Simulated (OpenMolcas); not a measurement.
**Dy²⁺ complex: multiconfigurational calculation (part 2 of 2)**

Continued. System: Dy²⁺ with 2 ligands (F; linear, 2.12 Å), with no charges around it. Method: state-averaged CASSCF, active space 10 electrons in the shell 4f, basis ANO-RCC-VDZP on the metal and ANO-RCC-VDZP on the ligands, DKH2 scalar Hamiltonian, spin-orbit coupling by RASSI with atomic mean-field integrals (OpenMolcas).

**Log (extracts), continued**
```
--- RASSI ---
SPIN-FREE ENERGIES:
  (Shifted by EMIN (a.u.) =     -12345.6231354693)

 SF State       Relative EMIN(au)   Rel lowest level(eV)    D:o, cm**(-1)      Abs_M

     1             0.0000000000        0.0000000000              0.0000         6.0
     2             0.0000000000        0.0000000000              0.0000         6.0
     3             0.0041480246        0.1128734994            910.3862         3.0
     4             0.0041480246        0.1128734994            910.3862         3.0
     5             0.0041798032        0.1137382393            917.3608         4.0
     6             0.0041798032        0.1137382393            917.3608         4.0
     7             0.0041974241        0.1142177279            921.2281         5.0
     8             0.0041974241        0.1142177279            921.2281         5.0
     9             0.0048603800        0.1322576779           1066.7301         2.0
    10             0.0048603800        0.1322576779           1066.7301         2.0
    11             0.0058391665        0.1588918138           1281.5489         1.0
    12             0.0058391665        0.1588918138           1281.5489         1.0
    13             0.0062948015        0.1712902760           1381.5492         0.0
    14             0.0742157698        2.0195139780          16288.4787         0.0
    15             0.0760942304        2.0706294957          16700.7532         1.0
    16             0.0760942304        2.0706294957          16700.7532         1.0
    17             0.0781328621        2.1261034901          17148.1811         2.0
    18             0.0781328621        2.1261034901          17148.1811         2.0
    19             0.0781735977        2.1272119609          17157.1215         0.0
    20             0.0812802985        2.2117495955          17838.9635         3.0
    21             0.0812802985        2.2117495955          17838.9635         3.0
    33             0.0920424534        2.5046027492          20200.9835         0.0
    34             0.0920944705        2.5060182072          20212.4000         1.0
    35             0.0920944705        2.5060182072          20212.4000         1.0
    36             0.0921994833        2.5088757528          20235.4476         2.0
    37             0.0921994833        2.5088757528          20235.4476         2.0
    38             0.0922964057        2.5115131447          20256.7196         3.0
    39             0.0922964057        2.5115131447          20256.7196         3.0
    40             0.0923683662        2.5134712896          20272.5131         5.0
    41             0.0923683662        2.5134712896          20272.5131         5.0
    42             0.0923804562        2.5138002747          20275.1666         4.0
    43             0.0923804562        2.5138002747          20275.1666         4.0
    44             0.0926383991        2.5208192588          20331.7785         6.0
    45             0.0926383991        2.5208192588          20331.7785         6.0
    46             0.0927926953        2.5250178729          20365.6426         7.0
    47             0.0927926953        2.5250178729          20365.6426         7.0
    48             0.1133543875        3.0845300217          24878.4124         5.0
    49             0.1133543875        3.0845300217          24878.4124         5.0
    50             0.1150237631        3.1299560452          25244.7980         4.0
    51             0.1150237631        3.1299560452          25244.7980         4.0
Eigenvalues of complex Hamiltonian:
   -----------------------------------
  (Shifted by EMIN (a.u.) =     -12345.6231354693)

 SO State       Relative EMIN(au)   Rel lowest level(eV)    D:o, cm**(-1)      Omega

     1            -0.0297385083        0.0000000000              0.0000         8.0
     2            -0.0297385083        0.0000000000              0.0000         8.0
     3            -0.0269706336        0.0753177066            607.4783         7.0
     4            -0.0269706336        0.0753177066            607.4783         7.0
     5            -0.0260467991        0.1004565263            810.2365         6.0
     6            -0.0260467991        0.1004565263            810.2365         6.0
     7            -0.0258609618        0.1055134167            851.0231         5.0
     8            -0.0258609618        0.1055134167            851.0231         5.0
     9            -0.0256682903        0.1107562748            893.3096         4.0
    10            -0.0256682903        0.1107562749            893.3096         4.0
    11            -0.0252803330        0.1213131312            978.4564         3.0
    12            -0.0252803330        0.1213131312            978.4564         3.0
    13            -0.0247781268        0.1349788567           1088.6779         2.0
    14            -0.0247781268        0.1349788567           1088.6779         2.0
    15            -0.0243486652        0.1466651040           1182.9338         1.0
    16            -0.0243486652        0.1466651039           1182.9338         1.0
    17            -0.0241788036        0.1512872730           1220.2141         0.0
    18            -0.0092957641        0.5562754077           4486.6637         7.0
    19            -0.0092957641        0.5562754077           4486.6637         7.0
    20            -0.0080661173        0.5897358018           4756.5400         6.0
    21            -0.0080661173        0.5897358018           4756.5400         6.0
    22            -0.0069443242        0.6202613491           5002.7452         5.0
    23            -0.0069443242        0.6202613491           5002.7452         5.0
    24            -0.0063125358        0.6374531855           5141.4067         4.0
    25            -0.0063125358        0.6374531855           5141.4067         4.0
    26            -0.0059022205        0.6486184341           5231.4605         3.0
    27            -0.0059022205        0.6486184341           5231.4605         3.0
    28            -0.0056015062        0.6568012873           5297.4596         2.0
    29            -0.0056015062        0.6568012874           5297.4596         2.0
    30            -0.0054182195        0.6617887721           5337.6864         1.0
    31            -0.0054182195        0.6617887723           5337.6864         1.0
    32            -0.0053589480        0.6634016328           5350.6950         0.0
    33             0.0054681764        0.9580226975           7726.9742         6.0
    34             0.0054681764        0.9580226975           7726.9742         6.0
    35             0.0061219041        0.9758115321           7870.4508         5.0
    36             0.0061219041        0.9758115320           7870.4508         5.0
    37             0.0075266753        1.0140373050           8178.7624         4.0
    38             0.0075266753        1.0140373051           8178.7624         4.0
    39             0.0083386990        1.0361335956           8356.9810         3.0
    40             0.0083386990        1.0361335957           8356.9810         3.0
    41             0.0086530955        1.0446887601           8425.9831         2.0
Weights of the five most important spin-orbit-free states for each spin-orbit state.

 SO State  Total energy (au)           Spin-free states, spin, and weights
 -------------------------------------------------------------------------------------------------------
    1        -0.029739       2 2.0  0.4778    1 2.0  0.4778   46 1.0  0.0217   47 1.0  0.0217  154 0.0  0.0004
    2        -0.029739       1 2.0  0.4778    2 2.0  0.4778   47 1.0  0.0217   46 1.0  0.0217  155 0.0  0.0004
    3        -0.026971       7 2.0  0.3110    8 2.0  0.3110    2 2.0  0.1656    1 2.0  0.1656   45 1.0  0.0191
    4        -0.026971       7 2.0  0.3110    8 2.0  0.3110    2 2.0  0.1656    1 2.0  0.1656   45 1.0  0.0191
    5        -0.026047       6 2.0  0.2504    5 2.0  0.2504    7 2.0  0.1917    8 2.0  0.1917    2 2.0  0.0344
    6        -0.026047       6 2.0  0.2504    5 2.0  0.2504    7 2.0  0.1917    8 2.0  0.1917    1 2.0  0.0344
    7        -0.025861       6 2.0  0.2231    5 2.0  0.2231    3 2.0  0.1853    4 2.0  0.1853    8 2.0  0.0633
    8        -0.025861       6 2.0  0.2231    5 2.0  0.2231    3 2.0  0.1853    4 2.0  0.1853    7 2.0  0.0633
    9        -0.025668       4 2.0  0.2315    3 2.0  0.2315    6 2.0  0.1408   10 2.0  0.1236    9 2.0  0.1236
   10        -0.025668       3 2.0  0.2315    4 2.0  0.2315    5 2.0  0.1408   10 2.0  0.1236    9 2.0  0.1236
   11        -0.025280      10 2.0  0.2118    9 2.0  0.2118    3 2.0  0.1638    4 2.0  0.1405   11 2.0  0.0782
   12        -0.025280      10 2.0  0.2118    9 2.0  0.2118    4 2.0  0.1638    3 2.0  0.1405   11 2.0  0.0782
```

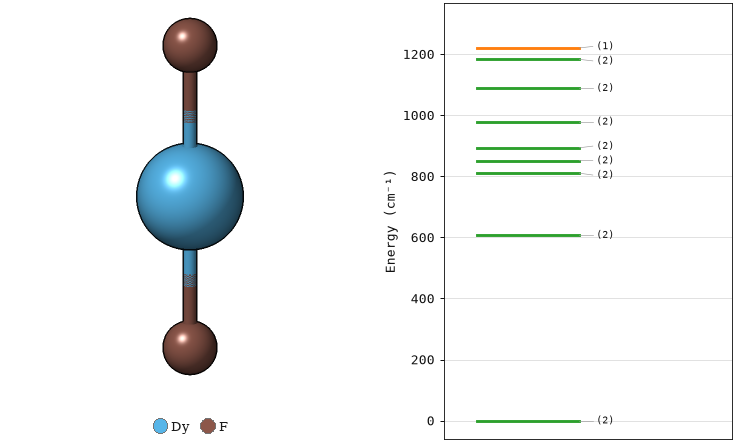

**Figure 1.** Dy²⁺ (4f¹⁰) with 2 ligands, F⁻, at 2.12 Å (arrangement: linear, D∞h), and its levels. Labels give the representation in O, Td, D4 or D3 as the site allows (double group for half-integer spin) where it could be assigned and, in brackets, the degeneracy; spin-free states, where drawn, share the zero of the spin-orbit levels. The ground level is doubly degenerate, 96 % from states of spin multiplicity 5 (of the 210 states of multiplicity 3, 106 enter the spin-orbit step). Its principal g values are 0.00, 0.00 and 19.92, easy-axis. The next level lies at 607 cm⁻¹. The lowest J multiplet spreads over 1,220 cm⁻¹. The active orbitals hold 99 to 100 % metal character (Löwdin), and the Mulliken charge of the metal is +1.67.

Outcome of the run: converged.
